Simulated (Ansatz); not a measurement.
# CHBSi: what the fields show

Input

```
crystal:
  periodic: [false, false, false]
  atoms:
    - {symbol: C, position_ang: [0.544690, -0.729425, -0.821715]}
    - {symbol: B, position_ang: [0.608105, 0.006918, 0.344545]}
    - {symbol: Si, position_ang: [2.391723, -0.466913, -0.019195]}
    - {symbol: H, position_ang: [0.327108, -1.286299, -1.739679]}
basis:
  gaussian:
    orbitals: def2-TZVPD
hamiltonian:
  xc: pbe0
output: {forces: true, orbitals: {seedname: orbitals}}
```

Command:

```sh
ansatz run input.yaml --threads 1 --pin off --max-ram 2610MiB --events-out events.jsonl --progress --plain --runs-dir runs
```

Geometry: PBE-D3(BJ)/def2-SVP.

The calculation used Ansatz, isolated molecule in a Gaussian basis; Kohn-Sham density functional theory, functional PBE0.

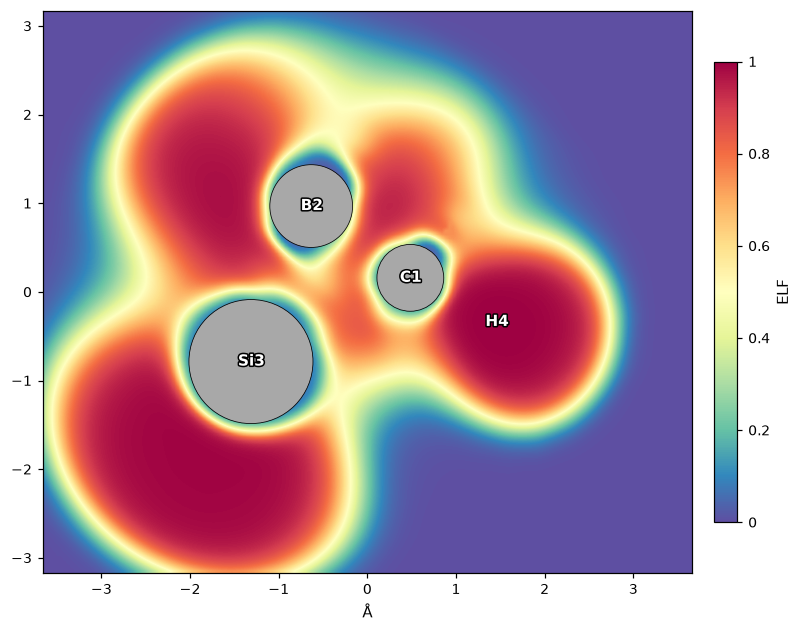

Figure 1. ELF on the molecular plane. Grey discs cover the atomic cores.

Read the bonding off the picture.

Answer.
- The plane passes through C, B, Si and H nuclei.
- C–B (1.38 Å): the ELF peaks at about 0.85 between the atoms (localised, covalent bonding).
- Si–B (1.88 Å): the ELF peaks at about 0.75 between the atoms (a covalent bond).
- C–Si (2.03 Å): the ELF peaks at about 0.85 between the atoms: a shared electron pair.
- C–H (1.10 Å): the ELF climbs to about 1 towards the hydrogen, as it does in any bond to H (a covalent bond by its length).
- The ELF also peaks beside Si3 and B2, away from the bonds: lone-pair regions.

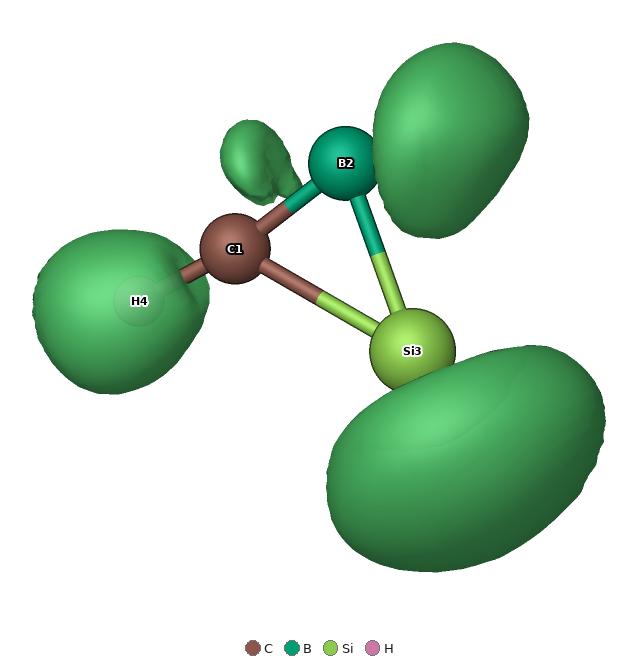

Figure 2. Isosurface of the electron localisation function at 0.9 (green), seen at a tilt. Only the valence region is drawn (cores and ρ < 0.01 e/Å³ removed).

Identify the bonds, lone pairs and shells in this picture.

Answer. The surface consists of one region between bonded B–C atoms (shared pairs), one region around a hydrogen nucleus, one lobe on B, pointing away from the bonds (lone pairs) and one lobe on Si, pointing away from the bonds (lone pairs).

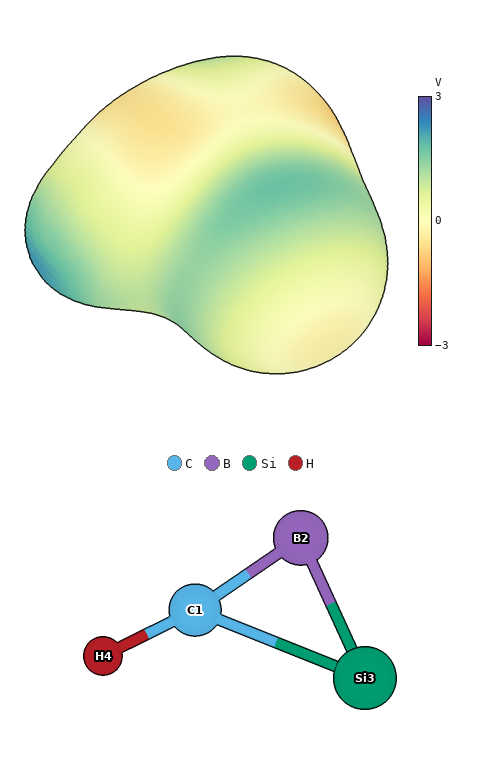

Figure 3. The electrostatic potential painted on the density surface at 0.004 e/bohr³, seen at a tilt; the colour scale runs from red (negative) to blue (positive). The bare structure is drawn below in the same view.

Where is the surface potential most negative and most positive?

Answer. The most negative region (about −0.8 V) lies over Si3, the most positive (about +2.1 V) over H4.

How polar is the molecule by this calculation?

Answer. Its dipole moment is 0.92 D.

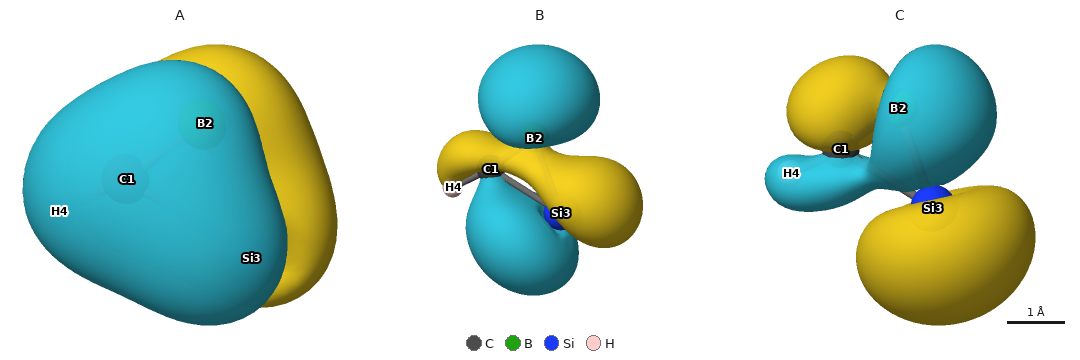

Figure 4. Three frontier orbitals at ±0.08 Å⁻³ᐟ² (yellow and cyan are the two phases), in no order.

Which picture is the HOMO−1, the HOMO and the LUMO?

Answer. A is the HOMO−1 (−8.04 eV). It lies mainly on C1 (about 45 %), B2 (about 30 %) and Si3 (about 25 %); it changes sign across the molecular plane (π type); π-bonding across C1–B2, C1–Si3 and B2–Si3. C is the HOMO (−7.00 eV). It lies mainly on Si3 (about 60 %), B2 (about 25 %) and C1 (about 15 %); it is symmetric in the molecular plane (an in-plane orbital: σ, lone-pair or in-plane π type). B is the LUMO (−2.67 eV). Its weight (Hirshfeld) is mainly on B2 (about 45 %), Si3 (about 40 %) and C1 (about 10 %); it is symmetric in the molecular plane (an in-plane orbital: σ, lone-pair or in-plane π type).

What is the HOMO–LUMO gap?

Answer. 4.33 eV between the orbital energies.
